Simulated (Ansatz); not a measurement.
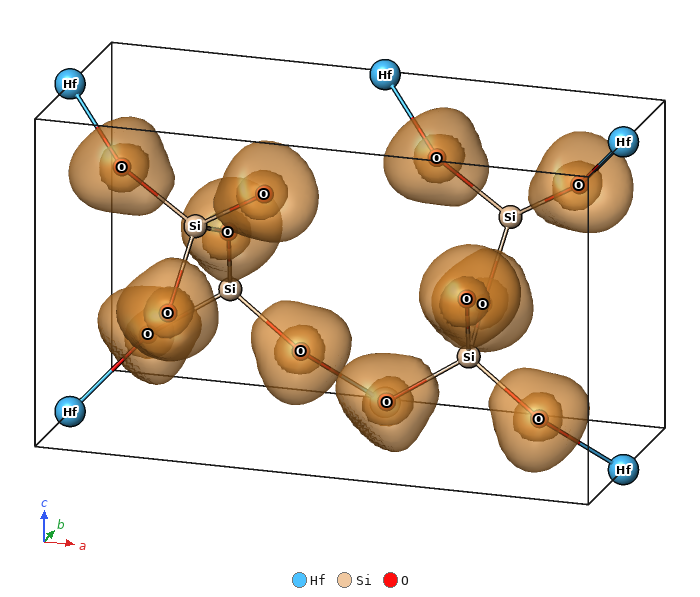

Figure. HfSi₂O₆. Isosurface of the electron localisation function at 0.75 (orange), seen slightly off an axis. Only the valence region is drawn (cores and ρ < 0.01 e/Å³ removed). Sticks mark near contacts.

Space group C2; a structure generated by program, which may or may not match a known phase.

These are results of DFT PBE, scalar-relativistic, plane waves, PAW (Ansatz 0.2.0), not measurements.

Q: Identify the bonds, lone pairs and shells in this picture.

A: The surface consists of twelve regions on O in which the atom's valence shell and bonds are merged, counted in one cell of 18 atoms. Regions shared between cells count once. Along the contacts the grid gives the following. Si–O (1.63 Å): the ELF peaks at about 0.85 between the atoms: a short, strongly polar bond. Hf–O (1.94 Å): the ELF peaks at about 0.80 in the valence shell of O, 0.6 Å from its nucleus, and drops to about 0.20 between the two atoms; no localised pair shows between them.
